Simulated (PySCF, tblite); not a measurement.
# C₃H₅FN₂Si: geometry, infrared bands and NMR shifts

Aim: predict the infrared bands and NMR shifts of C₃H₅FN₂Si (`N#C/C=C(\F)[SiH2]N`).

The runs use tblite 0.8.0 and PySCF 2.14.0, with density-fitted response routines of our own; the level of theory stands in each step. All values are computed, except where a source is named. Atoms count from 0, in the outputs and in this text.

### 1 The starting structure

12 atoms, charge 0, multiplicity 1; geometry from: force field or distance geometry start.

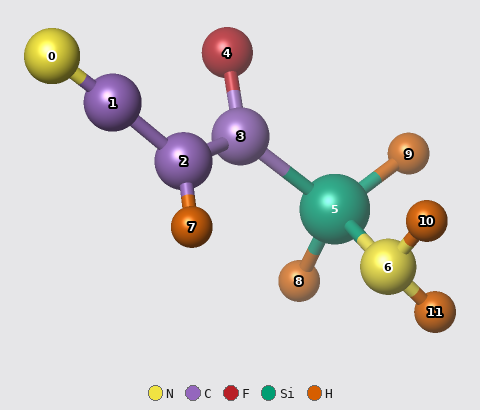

The starting geometry (nitrogen yellow, carbon purple, fluorine red, silicon teal, hydrogen orange), atoms numbered.

### 2 Geometry optimisation with GFN2-xTB

The job: settings as JSON, then the geometry in Å.

```
{"job": {"kind": "relax", "xc": "GFN2-xTB", "basis": "xTB"}, "charge": 0, "multiplicity": 1}
N      3.795000     1.288700    -0.125800
C      2.741100     0.792500    -0.229800
C      1.492700     0.153000    -0.364200
C      0.496700     0.316300     0.520100
F      0.714800     1.091000     1.619600
Si    -1.158800    -0.475600     0.392900
N     -1.663600    -0.502300    -1.232600
H      1.358600    -0.453100    -1.248500
H     -1.124700    -1.885000     0.845800
H     -2.202100     0.278500     1.121600
H     -1.916000     0.438300    -1.513400
H     -2.532500    -1.043000    -1.282100
```

The run is started by

```sh
> OMP_NUM_THREADS=1 python probes_run.py task.json out
```

The driver reads the jobs from task.json and runs them one after another.

Output:

```text
step      E/eV     max force
  0    -577.10992    2.649
  1    -577.02245    8.272
  2    -577.22220    0.840
  3    -577.24311    0.502
  4    -577.27005    0.503
  5    -577.32038    0.999
  6    -577.34586    0.765
  7    -577.36534    0.339
  8    -577.37602    0.385
  9    -577.38857    0.539
 10    -577.39693    0.395
 11    -577.40170    0.149
 12    -577.40470    0.175
 13    -577.40710    0.178
 14    -577.40918    0.128
 15    -577.41064    0.101
 16    -577.41169    0.090
 17    -577.41277    0.120
 18    -577.41388    0.108
 19    -577.41471    0.071
 20    -577.41525    0.063
 21    -577.41574    0.074
 22    -577.41634    0.083
 23    -577.41702    0.072
 24    -577.41765    0.062
 25    -577.41814    0.060
 26    -577.41850    0.054
 27    -577.41878    0.054
 28    -577.41906    0.043
 29    -577.41939    0.066
 30    -577.41985    0.089
 31    -577.42045    0.091
 32    -577.42109    0.066
 33    -577.42164    0.072
 34    -577.42213    0.074
 35    -577.42272    0.080
 36    -577.42344    0.086
 37    -577.42404    0.080
 38    -577.42439    0.037
 39    -577.42457    0.027
 40    -577.42466    0.033
 41    -577.42478    0.031
 42    -577.42493    0.038
 43    -577.42505    0.029
 44    -577.42515    0.025
 45    -577.42524    0.033
 46    -577.42535    0.034
 47    -577.42550    0.035
 48    -577.42568    0.041
 49    -577.42584    0.038
 50    -577.42598    0.034
 51    -577.42611    0.030
 52    -577.42621    0.025
 53    -577.42627    0.019
 54    -577.42633    0.021
 55    -577.42642    0.032
 56    -577.42656    0.043
 57    -577.42671    0.041
 58    -577.42682    0.030
 59    -577.42688    0.025
 60    -577.42694    0.023
 61    -577.42703    0.031
 62    -577.42717    0.041
 63    -577.42733    0.033
 64    -577.42744    0.027
 65    -577.42750    0.024
 66    -577.42757    0.021
 67    -577.42766    0.027
 68    -577.42778    0.026
 69    -577.42789    0.026
 70    -577.42796    0.020
 71    -577.42801    0.020
 72    -577.42806    0.019
 73    -577.42812    0.022
 74    -577.42819    0.026
 75    -577.42826    0.023
 76    -577.42832    0.022
 77    -577.42838    0.019
 78    -577.42844    0.024
 79    -577.42851    0.024
 80    -577.42857    0.019
 81    -577.42862    0.021
 82    -577.42869    0.022
 83    -577.42880    0.033
 84    -577.42901    0.039
 85    -577.42933    0.060
 86    -577.42962    0.029
 87    -577.42976    0.053
 88    -577.42987    0.020
 89    -577.42992    0.018
 90    -577.43000    0.021
 91    -577.43009    0.025
 92    -577.43021    0.033
 93    -577.43034    0.033
 94    -577.43046    0.028
 95    -577.43056    0.014
 96    -577.43060    0.010
```

It took 0.84 s on 1 thread of Arm Neoverse N1, shared host.

Relaxation path: (not every step is listed) (the energy doesn't fall at every step)

| step | energy from step 0 (eV) | largest force (eV/Å) |
| --- | --- | --- |
| 0 | 0.0000 | 2.6495 |
| 1 | 0.0875 | 8.2720 |
| 2 | -0.1123 | 0.8395 |
| 3 | -0.1332 | 0.5019 |
| 4 | -0.1601 | 0.5031 |
| 5 | -0.2105 | 0.9986 |
| 6 | -0.2359 | 0.7648 |
| 7 | -0.2554 | 0.3395 |
| 8 | -0.2661 | 0.3855 |
| 16 | -0.3018 | 0.0901 |
| 24 | -0.3077 | 0.0625 |
| 32 | -0.3112 | 0.0656 |
| 40 | -0.3147 | 0.0330 |
| 48 | -0.3158 | 0.0407 |
| 56 | -0.3166 | 0.0430 |
| 64 | -0.3175 | 0.0269 |
| 72 | -0.3181 | 0.0186 |
| 80 | -0.3187 | 0.0187 |
| 88 | -0.3200 | 0.0198 |
| 91 | -0.3202 | 0.0253 |
| 92 | -0.3203 | 0.0335 |
| 93 | -0.3204 | 0.0329 |
| 94 | -0.3205 | 0.0275 |
| 95 | -0.3206 | 0.0144 |
| 96 | -0.3207 | 0.0098 |

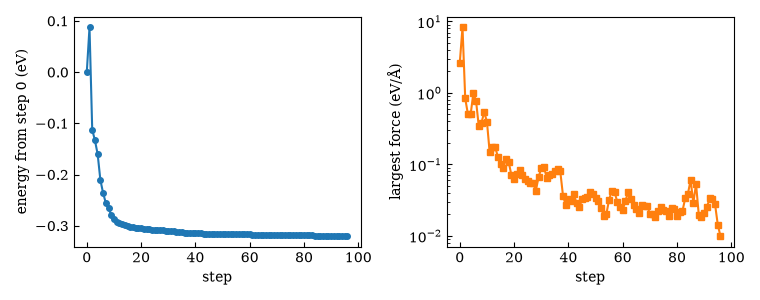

Energy and largest force along the relaxation.

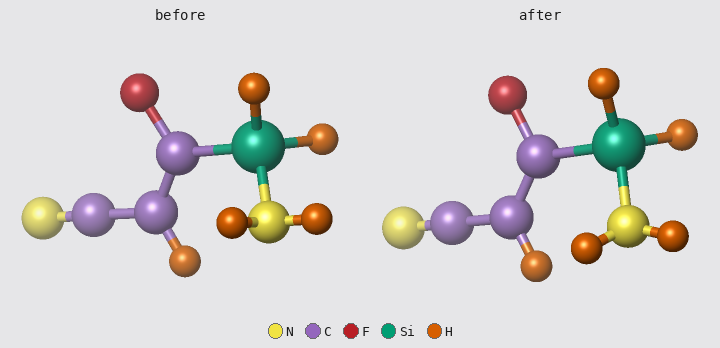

Before and after, at one scale.

Distances of close pairs at the start and the end, largest changes first:

| bond | before (Å) | after (Å) | change (Å) |
| --- | --- | --- | --- |
| C3–Si5 | 1.840 | 1.900 | +0.060 |
| N0–C1 | 1.170 | 1.147 | -0.022 |
| Si5–H8 | 1.481 | 1.460 | -0.021 |
| N6–H11 | 1.025 | 1.007 | -0.018 |
| Si5–N6 | 1.702 | 1.720 | +0.017 |
| C3–F4 | 1.363 | 1.349 | -0.014 |
| Si5–H9 | 1.479 | 1.466 | -0.013 |
| N6–H10 | 1.014 | 1.008 | -0.005 |

The end geometry stands in the next job.

### 3 Harmonic vibrations with GFN2-xTB

The job: settings as JSON, then the geometry in Å.

```
{"job": {"kind": "ir", "xc": "GFN2-xTB", "basis": "xTB"}, "charge": 0, "multiplicity": 1}
N      3.729270     1.263785    -0.216665
C      2.677097     0.813082    -0.294621
C      1.385296     0.267980    -0.401747
C      0.474392     0.274591     0.576554
F      0.796677     0.826582     1.764046
Si    -1.276480    -0.459330     0.505904
N     -1.611621    -0.562451    -1.177687
H      1.125497    -0.180097    -1.348792
H     -1.258326    -1.832183     1.002730
H     -2.115478     0.417423     1.329027
H     -1.504806     0.253654    -1.760138
H     -2.420319    -1.083722    -1.475086
```

Output:

```text
mode    cm-1     km/mol
  1      44.7      2.66
  2      94.5      2.42
  3     108.4      4.22
  4     163.8      0.89
  5     225.7     10.71
  6     279.4      6.93
  7     345.9      4.88
  8     357.8     10.78
  9     470.0     11.00
 10     515.3     67.60
 11     545.4     11.33
 12     555.5    225.20
 13     577.9      4.12
 14     705.5    205.64
 15     775.9     35.91
 16     781.2    122.06
 17     804.5      6.81
 18     829.7    212.34
 19     911.9    180.50
 20    1016.0     26.98
 21    1086.7    103.21
 22    1235.4     44.94
 23    1517.8     57.62
 24    1628.6     40.51
 25    2235.9    347.66
 26    2293.3    237.55
 27    2364.2    179.71
 28    3087.7      3.65
 29    3468.1      6.58
 30    3505.2      0.17
```

Run time: 0.52 s. Hardware: 1 thread of Arm Neoverse N1, shared host.

Which atoms move in the most intense modes:

| cm⁻¹ | km/mol | atoms |
| --- | --- | --- |
| 556 | 225.2 | H11 37 %, H10 26 %, N6 22 % |
| 706 | 205.6 | H9 48 %, H8 30 % |
| 781 | 122.1 | H9 29 %, H8 28 %, C2 15 %, F4 10 % |
| 830 | 212.3 | H10 32 %, H11 26 %, N6 12 % |
| 912 | 180.5 | N6 49 %, Si5 38 % |
| 2236 | 347.7 | H9 94 % |
| 2293 | 237.6 | H8 94 % |
| 2364 | 179.7 | C1 60 %, N0 39 % |

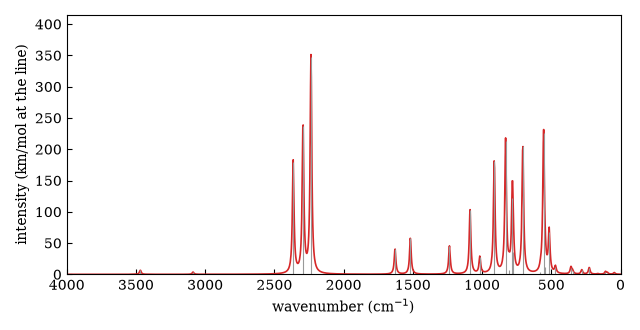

The infrared spectrum from these modes, unscaled. Lines are broadened to a width of 14 cm⁻¹ (Lorentzian).

### 4 NMR shieldings: PBE0/pcSseg-1

Same as in step 3 but for these lines:

```diff
@@ -1,2 +1,2 @@
-{"job": {"kind": "ir", "xc": "GFN2-xTB", "basis": "xTB"}, "charge": 0, "multiplicity": 1}
+{"job": {"kind": "nmr", "xc": "PBE0", "basis": "pcSseg-1"}, "charge": 0, "multiplicity": 1}
 N      3.729270     1.263785    -0.216665
```

Method: GIAO PBE0/pcSseg-1 NMR shielding, non-relativistic, gas phase.

Output:

```text
coarse grid: 11192 points
cycle   1  E = -615.4818505229  dE =  8.993e-01  |g| = 6.638e-01  |ddm| = 3.307e+00
cycle   2  E = -615.2620494879  dE =  2.198e-01  |g| = 1.205e+00  |ddm| = 1.557e+00
cycle   3  E = -615.5656851066  dE = -3.036e-01  |g| = 2.145e-01  |ddm| = 1.108e+00
cycle   4  E = -615.5744379035  dE = -8.753e-03  |g| = 7.517e-02  |ddm| = 1.862e-01
cycle   5  E = -615.5755396207  dE = -1.102e-03  |g| = 1.872e-02  |ddm| = 6.816e-02
cycle   6  E = -615.5756171419  dE = -7.752e-05  |g| = 6.900e-03  |ddm| = 2.056e-02
cycle   7  E = -615.5756278657  dE = -1.072e-05  |g| = 1.853e-03  |ddm| = 7.159e-03
cycle   8  E = -615.5756287037  dE = -8.381e-07  |g| = 3.784e-04  |ddm| = 1.885e-03
final grid: 106000 points
cycle   9  E = -615.6179920471  dE = -2.193e-05  |g| = 7.498e-03  |ddm| = 2.295e-02
cycle  10  E = -615.6179815905  dE =  1.046e-05  |g| = 1.073e-02  |ddm| = 1.476e-02
cycle  11  E = -615.6180037353  dE = -2.214e-05  |g| = 1.016e-03  |ddm| = 8.857e-03
cycle  12  E = -615.6180039205  dE = -1.852e-07  |g| = 2.597e-04  |ddm| = 1.157e-03
cycle  13  E = -615.6180039299  dE = -9.457e-09  |g| = 1.339e-04  |ddm| = 3.078e-04
cycle  14  E = -615.6180039336  dE = -3.732e-09  |g| = 5.353e-05  |ddm| = 1.218e-04
cycle  15  E = -615.6180039342  dE = -5.516e-10  |g| = 1.755e-05  |ddm| = 4.892e-05
converged SCF energy = -615.6180039342

GIAO shielding tensors (ppm)
atom      isotropic    diamagn.    paramagn.     s11        s22        s33       span
  0 N      -66.803     339.555    -406.358   -222.788   -192.892    215.270    438.058
  1 C       70.022     257.216    -187.194    -43.714    -41.199    294.977    338.692
  2 C       87.766     257.918    -170.152    -19.236    121.735    160.799    180.035
  3 C       -8.633     252.899    -261.531   -121.401     19.915     75.588    196.989
  4 F      239.498     471.988    -232.490     88.087    193.158    437.250    349.162
  5 Si     395.437     879.905    -484.467    352.246    391.223    442.842     90.596
  6 N      261.994     317.155     -55.161    227.284    260.275    298.422     71.138
  7 H       26.259      31.277      -5.018     22.690     25.481     30.606      7.916
  8 H       26.703      28.708      -2.005     23.888     24.595     31.625      7.737
  9 H       26.613      28.694      -2.080     22.946     25.074     31.821      8.875
 10 H       31.554      31.692      -0.137     24.210     28.303     42.150     17.940
 11 H       31.392      28.926       2.466     23.824     26.601     43.752     19.928
```

It took 36 s on 1 thread of Arm Neoverse N1, shared host; peak memory 0.71 GiB.

The references, computed at this level on geometries of the same kind, shield at (ppm): 1H TMS 31.72, 13C TMS 186.9, 29Si TMS 349.2, 19F CFCl3 170.9, 15N NH3 267.7. Their shielding less the atom's gives the shift. The references are single molecules in the gas phase, so shifts against H2O, NH3, PH3, H3PO4 or CFCl3 are not on the usual liquid scales and can be off by tens of ppm. Atoms listed in one row are averaged.

| atoms | environment | σ (ppm) | δ (ppm) | δ scaled to CDCl3 |
| --- | --- | --- | --- | --- |
| C3 | fully substituted alkene carbon | -8.6 | 195.6 | 188.9 |
| C1 | nitrile carbon | 70.0 | 116.9 | 112.2 |
| C2 | alkene CH | 87.8 | 99.2 | 94.9 |
| H7 | hydrogen on an alkene CH | 26.26 | 5.46 | 5.25 |
| H8, H9 | hydrogen on a silicon bonded to C, N | 26.66 | 5.06 | – |
| H10, H11 | hydrogen on a nitrogen bonded to Si | 31.47 | 0.24 | – |
| N0 | nitrile nitrogen | -66.8 | 334.5 | – |
| N6 | nitrogen bonded to Si, 2 H | 262.0 | 5.7 | – |
| F4 | vinylic fluorine | 239.5 | -68.6 | – |
| Si5 | silicon bonded to C, N, 2 H | 395.4 | -46.3 | – |

The scaled column applies a straight-line fit of computed shieldings to shifts measured in CDCl3, and one for carbons that bear F (root-mean-square error 0.16 ppm for H, 1.9 ppm for C).

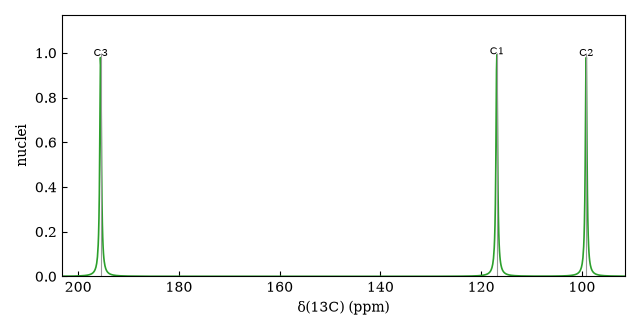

13C lines at the computed shifts, without couplings. Lines are broadened to a width of 0.39 ppm (Lorentzian).

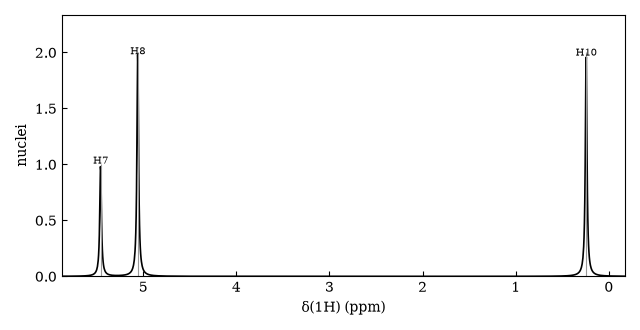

1H lines at the computed shifts, without couplings. Lines are broadened to a width of 0.02 ppm (Lorentzian).

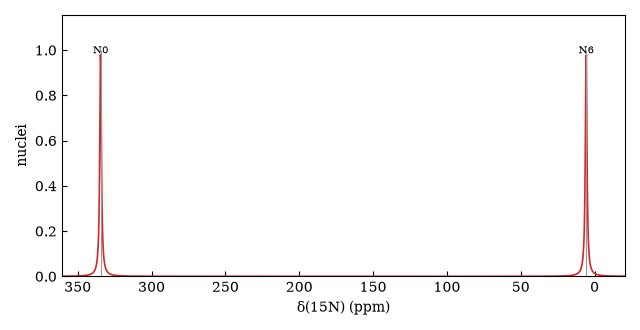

15N lines at the computed shifts, without couplings. Lines are broadened to a width of 1 ppm (Lorentzian).

The run also stored atomic charges by several schemes (e):

| atoms | Mulliken | IAO | Hirshfeld | ESP fit |
| --- | --- | --- | --- | --- |
| N0 | -0.24 | -0.23 | -0.21 | -0.49 |
| C1 | 0.13 | 0.15 | 0.07 | 0.53 |
| C2 | -0.23 | -0.25 | -0.06 | -0.43 |
| C3 | 0.06 | 0.06 | 0.02 | 0.14 |
| F4 | -0.26 | -0.25 | -0.07 | -0.15 |
| Si5 | 0.77 | 0.90 | 0.39 | 0.64 |
| N6 | -0.63 | -0.84 | -0.31 | -1.02 |

IAO charges:

| atom | value (e) |
| --- | --- |
| N0 | -0.23 |
| C1 | 0.15 |
| C2 | -0.25 |
| C3 | 0.06 |
| F4 | -0.25 |
| Si5 | 0.90 |
| N6 | -0.84 |
| H7 | 0.20 |
| H8 | -0.12 |
| H9 | -0.15 |
| H10 | 0.27 |
| H11 | 0.27 |

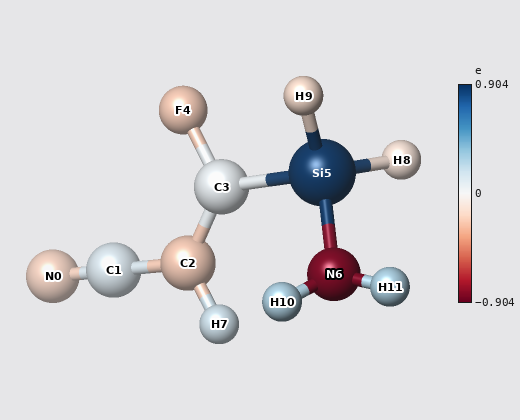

IAO charges, as colours on the atoms.

Mayer bond orders: N0–C1 3.01, C1–C2 1.07, C2–C3 1.69, C3–F4 0.96, C3–Si5 0.85, Si5–N6 1.05.

The fields below are evaluated on a grid from the run's orbitals.

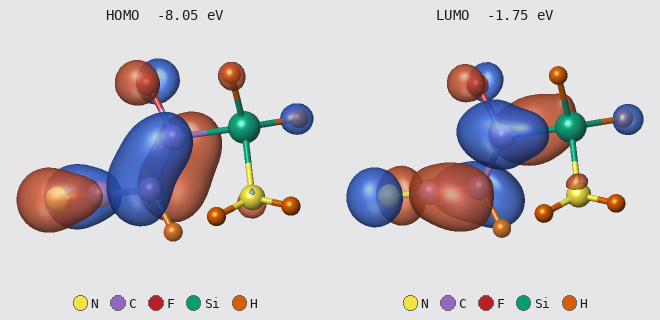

Frontier orbitals at PBE0/pcSseg-1; each surface holds 70 % of the orbital's density, blue and red mark the sign.

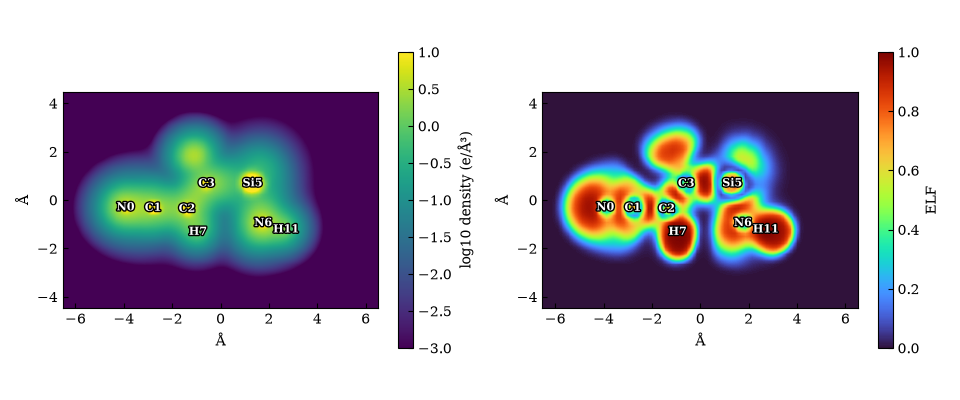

Density (left) and ELF (right) in a plane through or near 8 of the atoms.

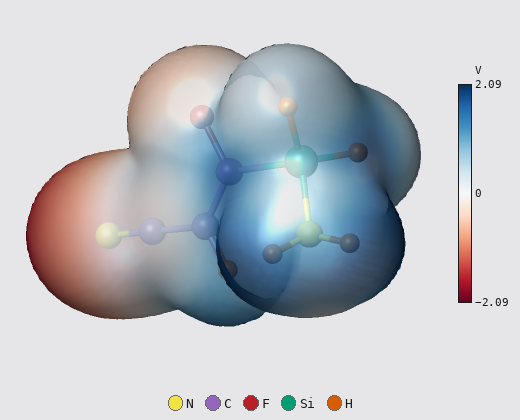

The potential that a unit positive charge feels on the 0.002 e/bohr³ surface, from -1.85 V near N0 to 2.09 V near H11.

### 5 What came out

| quantity | value |
| --- | --- |
| strongest single infrared mode (GFN2-xTB) | 2236 cm⁻¹, 348 km/mol |
| zero-point energy (GFN2-xTB) | 46.5 kcal/mol |
| 13C shifts against TMS (PBE0/pcSseg-1) | 195.6, 116.9, 99.2 ppm |
| 1H shifts against TMS (PBE0/pcSseg-1, means over atoms taken as alike) | 5.46, 5.06, 0.24 ppm |
| 15N shifts against NH3 (PBE0/pcSseg-1) | 334.5, 5.7 ppm |
| 19F shifts against CFCl3 (PBE0/pcSseg-1) | -68.6 ppm |
| 29Si shifts against TMS (PBE0/pcSseg-1) | -46.3 ppm |
| surface potential, least and greatest | -1.85 V and 2.09 V |

In words: Relaxing lowered the energy by 0.321 eV in 96 steps; the close pair that moved most is C3–Si5, from 1.840 to 1.900 Å. No mode is imaginary among the 30: a minimum at this level. The strongest single mode, at 2236 cm⁻¹, moves mainly H9. GFN2-xTB is a fitted tight-binding method: band positions and strengths are rough. Its intensities can rank the bands wrongly. The most deshielded hydrogen is H7 (hydrogen on an alkene CH), at 5.46 ppm: attached to an sp2 carbon and in the plane of the double bond. At PBE0/pcSseg-1: The largest span, 438 ppm, is at N0, where the paramagnetic term is -406 ppm. At PBE0/pcSseg-1, counted by nearest atom on the grid, the HOMO lies on C2, C3 about 25 % each; N0 22 %, the LUMO on C3 33 %; C2 19 %.
